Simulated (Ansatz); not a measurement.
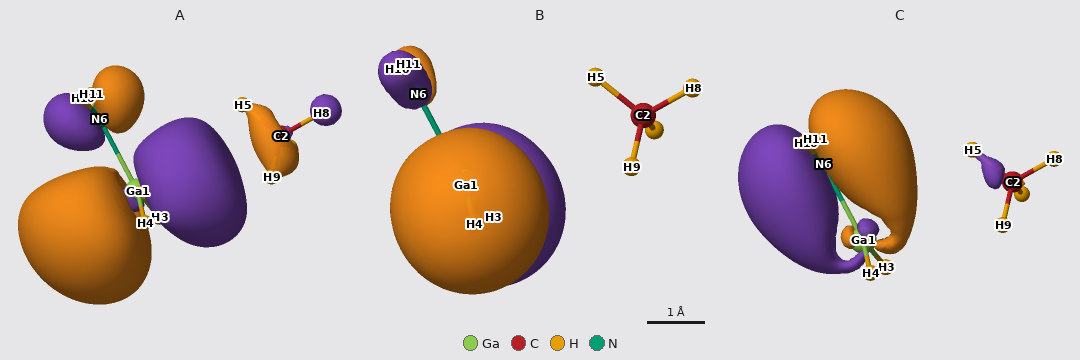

*GaH₄N···CH₄. Three frontier orbitals at ±0.08 Å⁻³ᐟ² (orange and purple are the two phases), in no order.*

The product side of a reaction path; geometry: PBE0-D4/def2-TZVP.

All numbers below come from Ansatz, RKS PBE0-D4/def2-TZVPP.

The calculation's input:

```
crystal:
  periodic: [false, false, false]
  atoms:
    - {symbol: Ga, position_ang: [0.042390, -1.395964, 0.689067]}
    - {symbol: C, position_ang: [0.939074, 1.423954, -0.976405]}
    - {symbol: H, position_ang: [0.393251, -2.128671, -0.643861]}
    - {symbol: H, position_ang: [1.035921, -1.039980, 1.839996]}
    - {symbol: H, position_ang: [-0.059861, 1.346456, -0.544622]}
    - {symbol: N, position_ang: [-1.697171, -0.944931, 0.943694]}
    - {symbol: H, position_ang: [0.974590, 0.875038, -1.916844]}
    - {symbol: H, position_ang: [1.169020, 2.473718, -1.157400]}
    - {symbol: H, position_ang: [1.678580, 1.015374, -0.285938]}
    - {symbol: H, position_ang: [-2.045211, -0.487767, 1.768896]}
    - {symbol: H, position_ang: [-2.430784, -1.137227, 0.283416]}
basis:
  gaussian: {orbitals: def2-TZVPP}
hamiltonian: {xc: pbe0, dispersion: d4}
output: {orbitals: {seedname: orbitals}}
```

Command:

```sh
ansatz run in.yaml --threads 4 --pin off --events-out ev --progress --plain --max-ram 9574MiB
```

**Order the three orbitals by energy and name them.**

B is the HOMO−1 (−8.39 eV). Its weight (Hirshfeld) is mainly on Ga1 (about 40 %), H4 (about 30 %) and H3 (about 30 %). C is the HOMO (−7.33 eV). It lies mainly on N6 (about 70 %) and Ga1 (about 15 %); largely a lone pair of N6. A is the LUMO (−0.53 eV). By Hirshfeld shares it lies mainly on Ga1 (about 65 %) and N6 (about 10 %).

**What is the HOMO–LUMO gap?**

6.80 eV between the orbital energies.
